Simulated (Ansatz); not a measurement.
# C2H6Si + H2: a complex and its separated parts

The complex below is one end of an elementary step. How strongly is it bound against its free parts?

Computed with Ansatz 0.2.0, Gaussian basis. Level: PBE0-D4/def2-TZVP structures, single points in def2-TZVPP, no counterpoise correction.

Levels: SPW92, PBE-D4, BLYP-D4, r2SCAN-D4, B97M-V, PBE0-D4, B3LYP-D4, r2SCAN0-D4, BHLYP-D4, CAM-B3LYP-D4, wB97X-V, wB97M-V, B2PLYP, PBE-QIDH, RPA on PBE, Hartree-Fock, MP2, CCSD, CCSD(T).

Cores are frozen in the correlated methods. B3LYP uses VWN-RPA correlation. B2PLYP carries no dispersion term here.

56 further runs of the same task are left out: 56 set aside as unsound or not needed.

## (1) The system as given

The complex: 11 atoms, charge 0, spin multiplicity 1.

Atoms are counted from 1 here; the program's logs count them from 0.

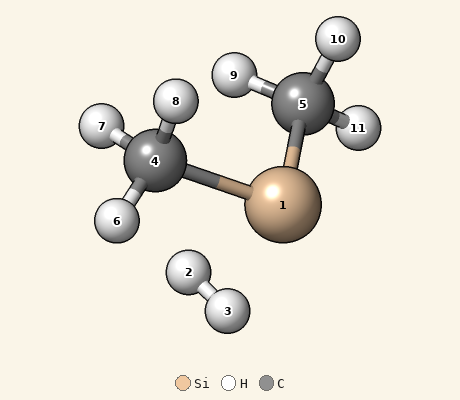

As it starts; silicon light orange, hydrogen white, carbon grey; atoms are numbered from 1 in the order of the file.

As a file:

```mol
C2H8Si
  3D, bonds by distance, orders not assigned

 11  9  0  0  0  0  0  0  0  0999 V2000
    1.0440   -0.1502   -0.2233 Si  0  0
   -0.2557   -1.8193   -0.2490 H   0  0
    0.4756   -2.0165   -0.4205 H   0  0
    0.2494    0.1446    1.4881 C   0  0
   -0.2919    0.6102   -1.3565 C   0  0
    0.6791   -0.4959    2.2618 H   0  0
   -0.8406    0.0929    1.5352 H   0  0
    0.5339    1.1730    1.7500 H   0  0
   -1.3276    0.5113   -1.0239 H   0  0
   -0.0606    1.6841   -1.3722 H   0  0
   -0.2059    0.2657   -2.3897 H   0  0
  1  4  8  0
  1  5  8  0
  2  3  8  0
  4  6  8  0
  4  7  8  0
  4  8  8  0
  5  9  8  0
  5 10  8  0
  5 11  8  0
M  END
```

Its parts: C2H6Si holds atoms 1, 4, 5, 6, 7, 8, 9, 10, 11; H2 holds atoms 2, 3. Each part counts its atoms afresh in its own runs.

## (2) Relaxing C2H6Si alone

Input file relax-a/in.yaml:

```yaml
crystal:
  periodic: [false, false, false]
  atoms:
    - {symbol: Si, position_ang: [1.043996, -0.150172, -0.223289]}
    - {symbol: C, position_ang: [0.249430, 0.144598, 1.488072]}
    - {symbol: C, position_ang: [-0.291911, 0.610152, -1.356521]}
    - {symbol: H, position_ang: [0.679077, -0.495937, 2.261824]}
    - {symbol: H, position_ang: [-0.840632, 0.092850, 1.535198]}
    - {symbol: H, position_ang: [0.533945, 1.173014, 1.750021]}
    - {symbol: H, position_ang: [-1.327627, 0.511316, -1.023873]}
    - {symbol: H, position_ang: [-0.060569, 1.684138, -1.372215]}
    - {symbol: H, position_ang: [-0.205891, 0.265677, -2.389721]}
basis:
  gaussian: {orbitals: def2-TZVP}
hamiltonian: {xc: pbe0, dispersion: d4}
relax: {f_tol: 0.005, max_steps: 200}
```

The run is started by

```bash
$ ansatz run in.yaml --threads 2 --pin off --events-out ev --progress --plain --max-ram 4352MiB
```

The log of the run, cut to the lines that bear on the results:

```text
Functional definition: PBE0
  name "PBE0"
  cite "Adamo & Barone, J. Chem. Phys. 110, 6158 (1999) doi:10.1063/1.478522"
  cite "Perdew, Burke & Ernzerhof, Phys. Rev. Lett. 77, 3865 (1996) doi:10.1103/PhysRevLett.77.3865"
  parent pbe
[...]
892 factors; their error is unknown
[...]
mean field -10043.08890122 eV, -369.0767096698 hartree, gradient 2.2e-5 eV, S^2 0.000000; 0 other end points of the search recorded, 0 dependent functions left out
[...]
reference -10043.08893056 eV, -369.0767107479 hartree; 16, 16 occupied and 119, 119 virtual orbitals, 892 factors
[...]
Atom 1 at     0.241619     0.147811     1.450817 Å, force     0.000318    -0.000672     0.000681 eV/Å
Atom 2 at    -0.236824     0.649796    -1.321188 Å, force     0.000783     0.000038     0.000429 eV/Å
Atom 3 at     0.893811    -0.132702     2.279552 Å, force    -0.000357     0.000457    -0.000463 eV/Å
Atom 4 at    -0.724069    -0.356590     1.613397 Å, force     0.000286     0.000220    -0.000164 eV/Å
Atom 5 at     0.038779     1.223061     1.486965 Å, force     0.000040    -0.000195     0.000098 eV/Å
Atom 6 at    -1.245178     0.807177    -0.924948 Å, force    -0.000475     0.000022     0.000140 eV/Å
Atom 7 at     0.256768     1.634547    -1.315787 Å, force     0.000014     0.000136     0.000027 eV/Å
Atom 8 at    -0.295594     0.325983    -2.361586 Å, force    -0.000198    -0.000211    -0.001006 eV/Å
Dipole moment:    -0.195740     0.199008     0.069802 e Å
```

Run time: 57 s. Hardware: 2 threads of Arm Neoverse V1, shared host.

Along the way: (the energy doesn't fall at every step)

```csv
step,energy from step 1 (eV),largest force component (eV/Å)
1,0.0000,0.2198
2,-0.0062,0.2094
3,-0.0092,0.0791
4,-0.0121,0.1063
5,-0.0126,0.1008
6,-0.0147,0.1162
7,-0.0160,0.1000
8,-0.0168,0.0462
9,-0.0169,0.0634
10,-0.0173,0.0385
11,-0.0174,0.0315
12,-0.0164,0.2117
13,-0.0157,0.1571
14,-0.0176,0.0125
15,-0.0179,0.1414
16,-0.0187,0.0830
17,-0.0195,0.0521
18,-0.0201,0.1315
19,-0.0214,0.0618
20,-0.0225,0.0097
21,-0.0230,0.0477
22,-0.0230,0.0402
23,-0.0232,0.0062
24,-0.0232,0.0078
25,-0.0232,0.0010
```

Close pairs (by a distance rule), those that changed most:

```csv
bond,before (Å),after (Å),change (Å)
Si1–C3,1.910,1.896,-0.014
Si1–C2,1.910,1.896,-0.014
C2–H5,1.092,1.102,+0.009
C2–H6,1.099,1.095,-0.004
C3–H8,1.099,1.102,+0.003
C3–H7,1.092,1.095,+0.002
C3–H9,1.093,1.091,-0.001
C2–H4,1.093,1.091,-0.001
```

## (3) Relaxing H2 alone

Input file relax-b/in.yaml:

```yaml
crystal:
  periodic: [false, false, false]
  atoms:
    - {symbol: H, position_ang: [-0.255652, -1.819281, -0.249047]}
    - {symbol: H, position_ang: [0.475634, -2.016454, -0.420549]}
basis:
  gaussian: {orbitals: def2-TZVP}
hamiltonian: {xc: pbe0, dispersion: d4}
relax: {f_tol: 0.005, max_steps: 200}
```

The run is started by

```bash
$ ansatz run in.yaml --threads 2 --pin off --events-out ev --progress --plain --max-ram 4352MiB
```

The log of the run, cut to the lines that bear on the results:

```text
[... 5 set-up lines as earlier in the session ...]
[...]
88 factors; their error is unknown
[...]
mean field -31.77291109 eV, -1.1676329462 hartree, gradient 1.4e-5 eV, S^2 0.000000; 0 other end points of the search recorded, 0 dependent functions left out
[...]
reference -31.78866861 eV, -1.1682120243 hartree; 1, 1 occupied and 11, 11 virtual orbitals, 88 factors
Total energy: -31.79027516 eV, -1.1682710638 hartree
Atom 0 at    -0.241319    -1.823146    -0.252408 Å, force     0.000570    -0.000154    -0.000134 eV/Å
Atom 1 at     0.461301    -2.012589    -0.417188 Å, force    -0.000570     0.000154     0.000134 eV/Å
Dipole moment:     0.000000    -0.000000    -0.000000 e Å
```

Wall time 0.2 s (2 threads of Arm Neoverse V1, shared host).

The steps of the relaxation:

```csv
step,energy from step 1 (eV),largest force component (eV/Å)
1,0.0000,0.9417
2,-0.0157,0.0459
3,-0.0157,0.0006
```

The bond:

```csv
bond,before (Å),after (Å),change (Å)
H1–H2,0.777,0.746,-0.030
```

## (4) SPW92/def2-TZVPP

Input file parta/in.yaml:

```yaml
crystal:
  periodic: [false, false, false]
  atoms:
    - {symbol: Si, position_ang: [0.850506, -0.463449, -0.237725]}
    - {symbol: C, position_ang: [0.241619, 0.147811, 1.450817]}
    - {symbol: C, position_ang: [-0.236824, 0.649796, -1.321188]}
    - {symbol: H, position_ang: [0.893811, -0.132702, 2.279552]}
    - {symbol: H, position_ang: [-0.724069, -0.356590, 1.613397]}
    - {symbol: H, position_ang: [0.038779, 1.223061, 1.486965]}
    - {symbol: H, position_ang: [-1.245178, 0.807177, -0.924948]}
    - {symbol: H, position_ang: [0.256768, 1.634547, -1.315787]}
    - {symbol: H, position_ang: [-0.295594, 0.325983, -2.361586]}
basis:
  gaussian: {orbitals: def2-TZVPP}
hamiltonian: {xc: lda}
```

Input file partb/in.yaml:

```yaml
crystal:
  periodic: [false, false, false]
  atoms:
    - {symbol: H, position_ang: [-0.241319, -1.823146, -0.252408]}
    - {symbol: H, position_ang: [0.461301, -2.012589, -0.417188]}
basis:
  gaussian: {orbitals: def2-TZVPP}
hamiltonian: {xc: lda}
```

Each run has its own folder and the same command.

The run is started by

```bash
$ ansatz run in.yaml --threads 2 --pin off --events-out ev --progress --plain --max-ram 4352MiB
```

parta printed, cut to the lines that bear on the results:

```text
Functional definition: SPW92
  name "SPW92"
  cite "Dirac, Proc. Camb. Phil. Soc. 26, 376 (1930) doi:10.1017/S0305004100016108"
  cite "Slater, Phys. Rev. 81, 385 (1951) doi:10.1103/PhysRev.81.385"
  cite "Perdew & Wang, Phys. Rev. B 45, 13244 (1992) doi:10.1103/PhysRevB.45.13244"
[...]
1002 factors; their error is unknown
[...]
mean field -9996.63385414 eV, -367.3695181777 hartree, gradient 6.8e-5 eV, S^2 0.000000; 0 other end points of the search recorded, 0 dependent functions left out
reference -9996.63389105 eV, -367.3695195342 hartree; 16, 16 occupied and 172, 172 virtual orbitals, 1002 factors
Total energy: -9996.63389105 eV, -367.3695195342 hartree
```

Log of partb, cut to the lines that bear on the results:

```text
[... 5 set-up lines as earlier in the session ...]
[...]
118 factors; their error is unknown
[...]
mean field -30.93527563 eV, -1.1368504108 hartree, gradient 4.4e-5 eV, S^2 0.000000; 0 other end points of the search recorded, 0 dependent functions left out
reference -30.93529631 eV, -1.1368511707 hartree; 1, 1 occupied and 27, 27 virtual orbitals, 118 factors
Total energy: -30.93529631 eV, -1.1368511707 hartree
```

Wall times: 1.1 s (parta), 0.1 s (partb) on 2 threads of Arm Neoverse V1, shared host.

## (5) PBE-D4/def2-TZVPP

The same edit goes into each in.yaml of step 4 (parta, partb):

```diff
-hamiltonian: {xc: lda}
+hamiltonian: {xc: pbe, dispersion: d4}
```

The same command starts each run, in its folder.

The run is started by

```bash
$ ansatz run in.yaml --threads 2 --pin off --events-out ev --progress --plain --max-ram 4352MiB
```

parta printed, cut to the lines that bear on the results:

```text
Functional definition: PBE
  name "PBE"
[... 2 set-up lines as earlier in the session ...]
[...]
1002 factors; their error is unknown
[...]
mean field -10042.00503244 eV, -369.0368782266 hartree, gradient 3.8e-5 eV, S^2 0.000000; 0 other end points of the search recorded, 0 dependent functions left out
reference -10042.00507242 eV, -369.0368796960 hartree; 16, 16 occupied and 172, 172 virtual orbitals, 1002 factors
Total energy: -10042.15728449 eV, -369.0424733862 hartree
```

Output in partb, cut to the lines that bear on the results:

```text
[... 4 set-up lines as earlier in the session ...]
[...]
118 factors; their error is unknown
[...]
mean field -31.73221718 eV, -1.1661374726 hartree, gradient 3.1e-5 eV, S^2 0.000000; 0 other end points of the search recorded, 0 dependent functions left out
reference -31.73223886 eV, -1.1661382691 hartree; 1, 1 occupied and 27, 27 virtual orbitals, 118 factors
Total energy: -31.73425807 eV, -1.1662124738 hartree
```

Wall times: 1.9 s (parta), 0.1 s (partb) on 2 threads of Arm Neoverse V1, shared host.

## (6) BLYP-D4/def2-TZVPP

The same edit goes into each in.yaml of step 5 (parta, partb):

```diff
-hamiltonian: {xc: pbe, dispersion: d4}
+hamiltonian: {xc: {name: BLYP}, dispersion: d4}
```

Each run has its own folder and the same command.

The run is started by

```bash
$ ansatz run in.yaml --threads 2 --pin off --events-out ev --progress --plain --max-ram 4352MiB
```

parta printed, cut to the lines that bear on the results:

```text
Functional definition: BLYP
  name "BLYP"
  cite "Becke, Phys. Rev. A 38, 3098 (1988) doi:10.1103/PhysRevA.38.3098"
  cite "Lee, Yang & Parr, Phys. Rev. B 37, 785 (1988) doi:10.1103/PhysRevB.37.785"
[...]
1002 factors; their error is unknown
[...]
mean field -10047.94055688 eV, -369.2550047267 hartree, gradient 4.4e-5 eV, S^2 0.000000; 0 other end points of the search recorded, 0 dependent functions left out
reference -10047.94090470 eV, -369.2550175087 hartree; 16, 16 occupied and 172, 172 virtual orbitals, 1002 factors
Total energy: -10048.28436210 eV, -369.2676393353 hartree
```

partb printed, cut to the lines that bear on the results:

```text
[... 4 set-up lines as earlier in the session ...]
[...]
118 factors; their error is unknown
[...]
mean field -31.82604597 eV, -1.1695856168 hartree, gradient 8.3e-5 eV, S^2 0.000000; 0 other end points of the search recorded, 0 dependent functions left out
reference -31.82623839 eV, -1.1695926882 hartree; 1, 1 occupied and 27, 27 virtual orbitals, 118 factors
Total energy: -31.83113626 eV, -1.1697726815 hartree
```

Times: 1.8 s (parta), 0.1 s (partb) on 2 threads of Arm Neoverse V1, shared host.

## (7) r2SCAN-D4/def2-TZVPP

Each input of step 6 (parta, partb) changes in the same lines:

```diff
-hamiltonian: {xc: {name: BLYP}, dispersion: d4}
+hamiltonian: {xc: r2scan, dispersion: d4}
```

One command serves all of them, each in its own folder.

The run is started by

```bash
$ ansatz run in.yaml --threads 2 --pin off --events-out ev --progress --plain --max-ram 4352MiB
```

parta printed, cut to the lines that bear on the results:

```text
Functional definition: r2SCAN
  name "r2SCAN"
  cite "Furness, Kaplan, Ning, Perdew & Sun, J. Phys. Chem. Lett. 11, 8208 (2020) doi:10.1021/acs.jpclett.0c02405"
  cite "Furness, Kaplan, Ning, Perdew & Sun, J. Phys. Chem. Lett. 11, 9248 (2020) doi:10.1021/acs.jpclett.0c03077"
  parent r2scan
[...]
1002 factors; their error is unknown
[...]
mean field -10047.02932793 eV, -369.2215176802 hartree, gradient 6.2e-5 eV, S^2 0.000000; 0 other end points of the search recorded, 0 dependent functions left out
reference -10047.02933912 eV, -369.2215180914 hartree; 16, 16 occupied and 172, 172 virtual orbitals, 1002 factors
Total energy: -10047.06493048 eV, -369.2228260498 hartree
```

Log of partb, cut to the lines that bear on the results:

```text
[... 5 set-up lines as earlier in the session ...]
[...]
118 factors; their error is unknown
[...]
mean field -31.87205419 eV, -1.1712763880 hartree, gradient 4.1e-5 eV, S^2 0.000000; 0 other end points of the search recorded, 0 dependent functions left out
reference -31.87206081 eV, -1.1712766312 hartree; 1, 1 occupied and 27, 27 virtual orbitals, 118 factors
Total energy: -31.87256219 eV, -1.1712950566 hartree
```

Wall times: 3.8 s (parta), 0.35 s (partb) on 2 threads of Arm Neoverse V1, shared host.

## (8) B97M-V/def2-TZVPP

The same edit goes into each in.yaml of step 7 (parta, partb):

```diff
-hamiltonian: {xc: r2scan, dispersion: d4}
+hamiltonian: {xc: {name: B97M-V}}
```

Each run has its own folder and the same command.

The run is started by

```bash
$ ansatz run in.yaml --threads 2 --pin off --events-out ev --progress --plain --max-ram 4352MiB
```

Log of parta, cut to the lines that bear on the results:

```text
Functional definition: B97M-V
  name "B97M-V"
  cite "Mardirossian & Head-Gordon, J. Chem. Phys. 142, 074111 (2015) doi:10.1063/1.4907719"
  cite "Becke, J. Chem. Phys. 107, 8554 (1997) doi:10.1063/1.475007"
  cite "Vydrov & Van Voorhis, J. Chem. Phys. 133, 244103 (2010) doi:10.1063/1.3521275"
  # Of w^i u^j: cxij and so on, Table III.
[...]
  gx(w, u) = cx00 + cx01*u + cx02*u^2 + (cx10 + cx11*u)*w
[...]
  gos(w, u) = cos00 + cos01*u + cos03*u^3 + cos10*w + cos32*w^3*u^2
[...]
      + integral(e_c_pw_mod_opposite_spin*gos(b97_w_opposite, b97_u_opposite)) + vv10(b, c)
1002 factors; their error is unknown
[...]
mean field -10047.36486779 eV, -369.2338485427 hartree, gradient 2.5e-5 eV, S^2 0.000000; 0 other end points of the search recorded, 0 dependent functions left out
reference -10047.36492287 eV, -369.2338505670 hartree; 16, 16 occupied and 172, 172 virtual orbitals, 1002 factors
Total energy: -10047.36492287 eV, -369.2338505670 hartree
```

partb printed, cut to the lines that bear on the results:

```text
[... 5 set-up lines as earlier in the session ...]
  # Of w^i u^j: cxij and so on, Table III.
[...]
  gx(w, u) = cx00 + cx01*u + cx02*u^2 + (cx10 + cx11*u)*w
  gss(w, u) = css00 + css02*u^2 + css10*w + (css32*w^3 + css42*w^4)*u^2
  gos(w, u) = cos00 + cos01*u + cos03*u^3 + cos10*w + cos32*w^3*u^2
[...]
      + integral(e_c_pw_mod_opposite_spin*gos(b97_w_opposite, b97_u_opposite)) + vv10(b, c)
118 factors; their error is unknown
[...]
mean field -31.90530258 eV, -1.1724982436 hartree, gradient 8.2e-6 eV, S^2 0.000000; 0 other end points of the search recorded, 0 dependent functions left out
reference -31.90533226 eV, -1.1724993344 hartree; 1, 1 occupied and 27, 27 virtual orbitals, 118 factors
Total energy: -31.90533226 eV, -1.1724993344 hartree
```

They took 9 s (parta), 0.25 s (partb) on 2 threads of Arm Neoverse V1, shared host.

## (9) PBE0-D4/def2-TZVPP

Each input of step 8 (parta, partb) changes in the same lines:

```diff
-hamiltonian: {xc: {name: B97M-V}}
+hamiltonian: {xc: pbe0, dispersion: d4}
+output: {orbitals: {seedname: orbitals}}
```

The same command starts each run, in its folder.

The run is started by

```bash
$ ansatz run in.yaml --threads 2 --pin off --events-out ev --progress --plain --max-ram 4352MiB
```

parta printed, cut to the lines that bear on the results:

```text
[... 5 set-up lines as earlier in the session ...]
[...]
1005 factors; their error is unknown
[...]
mean field -10043.16968474 eV, -369.0796784092 hartree, gradient 5.7e-5 eV, S^2 0.000000; 0 other end points of the search recorded, 0 dependent functions left out
reference -10043.16971426 eV, -369.0796794942 hartree; 16, 16 occupied and 172, 172 virtual orbitals, 1005 factors
Total energy: -10043.29638807 eV, -369.0843346709 hartree
```

partb printed, cut to the lines that bear on the results:

```text
[... 5 set-up lines as earlier in the session ...]
[...]
118 factors; their error is unknown
[...]
mean field -31.79610837 eV, -1.1684854305 hartree, gradient 5.5e-5 eV, S^2 0.000000; 0 other end points of the search recorded, 0 dependent functions left out
reference -31.79612436 eV, -1.1684860182 hartree; 1, 1 occupied and 27, 27 virtual orbitals, 118 factors
Total energy: -31.79773091 eV, -1.1685450576 hartree
```

Wall times: 2.7 s (parta), 0.1 s (partb) on 2 threads of Arm Neoverse V1, shared host.

## (10) B3LYP-D4/def2-TZVPP

Each input of step 9 (parta, partb) changes in the same lines:

```diff
-hamiltonian: {xc: pbe0, dispersion: d4}
-output: {orbitals: {seedname: orbitals}}
+hamiltonian: {xc: {name: B3LYP}, dispersion: d4}
```

One command serves all of them, each in its own folder.

The run is started by

```bash
$ ansatz run in.yaml --threads 2 --pin off --events-out ev --progress --plain --max-ram 4352MiB
```

Output in parta, cut to the lines that bear on the results:

```text
Functional definition: B3LYP
  name "B3LYP"
  cite "Stephens, Devlin, Chabalowski & Frisch, J. Phys. Chem. 98, 11623 (1994) doi:10.1021/j100096a001"
[... 2 set-up lines as earlier in the session ...]
  cite "Vosko, Wilk & Nusair, Can. J. Phys. 58, 1200 (1980) doi:10.1139/p80-159"
[...]
1005 factors; their error is unknown
[...]
mean field -10050.09738627 eV, -369.3342667447 hartree, gradient 5.1e-5 eV, S^2 0.000000; 0 other end points of the search recorded, 0 dependent functions left out
reference -10050.09764404 eV, -369.3342762178 hartree; 16, 16 occupied and 172, 172 virtual orbitals, 1005 factors
Total energy: -10050.34459479 eV, -369.3433514901 hartree
```

Output in partb, cut to the lines that bear on the results:

```text
[... 6 set-up lines as earlier in the session ...]
[...]
118 factors; their error is unknown
[...]
mean field -32.10923109 eV, -1.1799924780 hartree, gradient 4.5e-5 eV, S^2 0.000000; 0 other end points of the search recorded, 0 dependent functions left out
reference -32.10937319 eV, -1.1799977001 hartree; 1, 1 occupied and 27, 27 virtual orbitals, 118 factors
Total energy: -32.11252425 eV, -1.1801134997 hartree
```

Wall times: 2.8 s (parta), 0.1 s (partb) on 2 threads of Arm Neoverse V1, shared host.

## (11) r2SCAN0-D4/def2-TZVPP

Each input of step 10 (parta, partb) changes in the same lines:

```diff
-hamiltonian: {xc: {name: B3LYP}, dispersion: d4}
+hamiltonian: {xc: {name: r2SCAN0}, dispersion: d4}
```

The same command starts each run, in its folder.

The run is started by

```bash
$ ansatz run in.yaml --threads 2 --pin off --events-out ev --progress --plain --max-ram 4352MiB
```

parta printed, cut to the lines that bear on the results:

```text
Functional definition: r2SCAN0
  name "r2SCAN0"
  cite "Bursch, Neugebauer, Ehlert & Grimme, J. Chem. Phys. 156, 134105 (2022) doi:10.1063/5.0086040"
[... 3 set-up lines as earlier in the session ...]
[...]
1005 factors; their error is unknown
[...]
mean field -10046.76568390 eV, -369.2118289410 hartree, gradient 4.2e-5 eV, S^2 0.000000; 0 other end points of the search recorded, 0 dependent functions left out
reference -10046.76569282 eV, -369.2118292686 hartree; 16, 16 occupied and 172, 172 virtual orbitals, 1005 factors
Total energy: -10046.80739207 eV, -369.2133616878 hartree
```

Log of partb, cut to the lines that bear on the results:

```text
[... 6 set-up lines as earlier in the session ...]
[...]
118 factors; their error is unknown
[...]
mean field -31.85187587 eV, -1.1705348482 hartree, gradient 1.4e-5 eV, S^2 0.000000; 0 other end points of the search recorded, 0 dependent functions left out
reference -31.85188099 eV, -1.1705350365 hartree; 1, 1 occupied and 27, 27 virtual orbitals, 118 factors
Total energy: -31.85242237 eV, -1.1705549316 hartree
```

Times: 4.5 s (parta), 0.35 s (partb) on 2 threads of Arm Neoverse V1, shared host.

## (12) BHLYP-D4/def2-TZVPP

Each input of step 11 (parta, partb) changes in the same lines:

```diff
-hamiltonian: {xc: {name: r2SCAN0}, dispersion: d4}
+hamiltonian: {xc: {name: BHLYP}, dispersion: d4}
```

Each run has its own folder and the same command.

The run is started by

```bash
$ ansatz run in.yaml --threads 2 --pin off --events-out ev --progress --plain --max-ram 4352MiB
```

Output in parta, cut to the lines that bear on the results:

```text
Functional definition: BHLYP
  name "BHLYP"
  cite "Becke, J. Chem. Phys. 98, 1372 (1993) doi:10.1063/1.464304"
[... 2 set-up lines as earlier in the session ...]
[...]
1106 factors; their error is unknown
[...]
mean field -10047.85743336 eV, -369.2519499935 hartree, gradient 4.4e-5 eV, S^2 0.000000; 0 other end points of the search recorded, 0 dependent functions left out
reference -10047.85760692 eV, -369.2519563718 hartree; 16, 16 occupied and 172, 172 virtual orbitals, 1106 factors
Total energy: -10048.04086391 eV, -369.2586909419 hartree
```

Log of partb, cut to the lines that bear on the results:

```text
[... 5 set-up lines as earlier in the session ...]
[...]
118 factors; their error is unknown
[...]
mean field -31.83806392 eV, -1.1700272686 hartree, gradient 5.6e-5 eV, S^2 0.000000; 0 other end points of the search recorded, 0 dependent functions left out
reference -31.83815949 eV, -1.1700307804 hartree; 1, 1 occupied and 27, 27 virtual orbitals, 118 factors
Total energy: -31.83990307 eV, -1.1700948558 hartree
```

Times: 2.2 s (parta), 0.1 s (partb) on 2 threads of Arm Neoverse V1, shared host.

[end of part 1 of 2]
